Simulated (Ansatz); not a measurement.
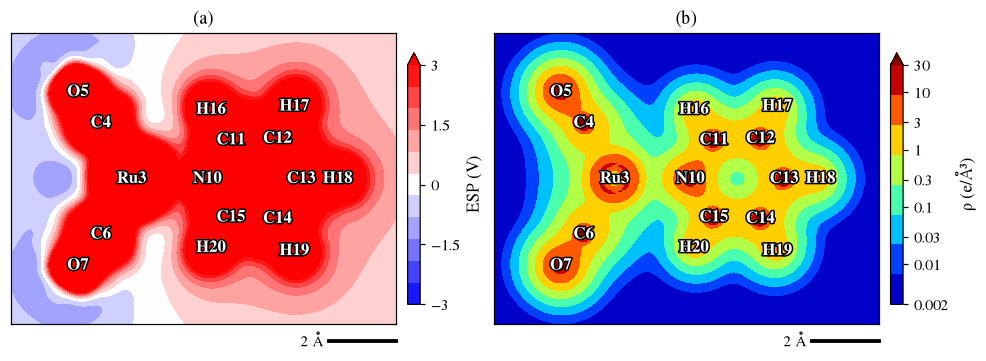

Figure. C$_{9}$H$_{5}$NO$_{4}$Ru. (a) molecular electrostatic potential; (b) electron density on the plane of atoms C14, C13 and H18.

Geometry: PBE0-D4/def2-TZVP; core potentials replace the inner electrons of Ru.

Theory: Ansatz, RKS PBE0-D4/def2-TZVPP.

```xyz
20

O     2.9564    0.3572   -1.9941
C     1.8674    0.6389   -1.8230
Ru    0.0218    1.1005   -1.5110
C    -0.4450    0.3627   -3.1859
O    -0.7049    0.0455   -4.2574
C     0.5097    2.9145   -1.3143
O     0.7852    4.0281   -1.3364
C    -1.8239    1.5645   -1.2022
O    -2.9132    1.8289   -1.0071
N    -0.0048   -0.2324    0.3193
C    -0.3456   -1.5200    0.2244
C    -0.3743   -2.3678    1.3168
C    -0.0367   -1.8660    2.5621
C     0.3172   -0.5316    2.6642
C     0.3202    0.2483    1.5219
H    -0.6018   -1.8702   -0.7674
H    -0.6584   -3.4037    1.1822
H    -0.0492   -2.5040    3.4379
H     0.5897   -0.0895    3.6140
H     0.5903    1.2960    1.5559
```

> What does the map show?

Atoms in the plane: Ru, C, O, N and H. C–O (1.15 Å): ρ is about 4 e/Å³ halfway. C–N (1.34 Å): the density is about 2.5 e/Å³ at the midpoint. C–C (1.38 Å): ρ is about 2.2 e/Å³ halfway. C–Ru (1.89 Å): the density is about 1.2 e/Å³ at the midpoint. Ru–N (2.26 Å): ρ at the midpoint is about 0.49 e/Å³. Outside the dense part of the molecule the potential is most negative (−1.2 V) near O5 and O7.
